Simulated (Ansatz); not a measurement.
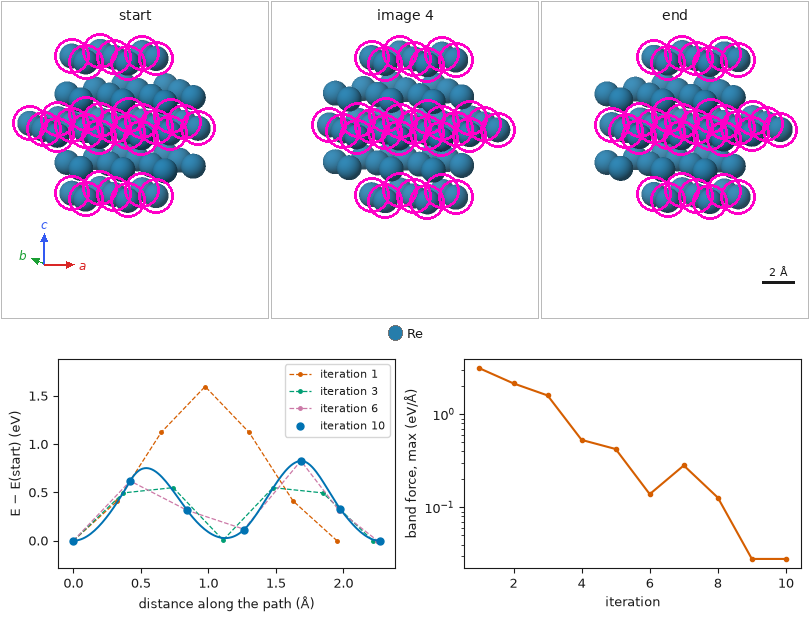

NEB run on a 2-atom cell of Re (set up in P6_3/mmc). Images are numbered from 0 (start) to 6 (end). The plot follows the band through its iterations. Style: spheres-only. Shown: the atoms within 5.6 Å of the middle of the path, slightly off an axis. The moving atom is ringed, with any periodic copies.

The calculation used DFT, LDA, PAW with Ansatz's default frozen-core files, scalar-relativistic in Ansatz 0.2.0. Settings: plane-wave cutoff 420 eV; k-point mesh 9 × 9 × 5; Fermi-Dirac smearing 0.05 eV; 5 movable images; climbing image.

Did the band converge, and can the barrier be trusted?

The run is converged, with reservations. The band converged in 10 iterations. The largest component of the band force went from 3.1 to 0.028 eV/Å. The climbing image converged on the top of the path. Its curvatures weren't checked. The first iteration put the highest image at 1.60 eV. The two ends have the same energy, and the highest point, image 4, lies 0.83 eV above the start. The profile has 2 maxima (images 1, 4) with a dip at image 3 (+0.12 eV), so the process runs in steps.

Cost: 2.6 min on 4 threads of Arm Neoverse V2, with other jobs on the host, peak memory 1.2 GiB.
